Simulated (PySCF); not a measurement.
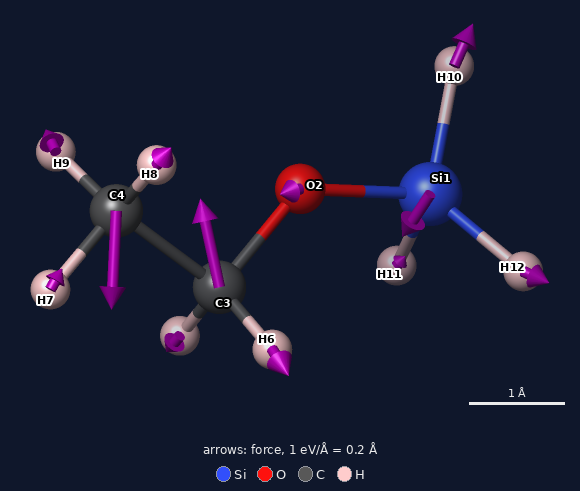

Starting geometry of C₂H₈OSi with the computed forces as purple arrows. Style: ball-and-stick. Shown at a tilt.

The start comes from GFN2-xTB. Its atoms were then displaced at random by about 0.03 Å.

Level of theory: PBE0-D3(BJ)/def2-SVP geometry optimisation, gas phase (PySCF 2.14.0, density-fitted response routines). 

> What follows when this structure is relaxed?

It isn't relaxed: the largest force vector, on a C atom, is 5.23 eV/Å. The final displacements follow the starting forces only in part (cosine between the two patterns 0.37). The atom that moves furthest after the best rigid fit is an H atom (0.29 Å). By element the largest moves are H 0.29 Å, O 0.15 Å, C 0.13 Å, Si 0.07 Å. Near-neighbour distances that change, for instance: H–Si 1.382 → 1.487 Å, H–Si 1.421 → 1.498 Å, C–C 1.575 → 1.510 Å, C–H 1.048 → 1.108 Å. Bond angles that change, for instance: H–Si–H 119.4° → 110.1°, Si–O–C 131.4° → 123.7°, C–C–H 103.1° → 110.7°. The energy falls by 74.0 kJ/mol in 6 geometry steps. Cost: 22 s on 1 thread of Arm Neoverse V1 (shared host).
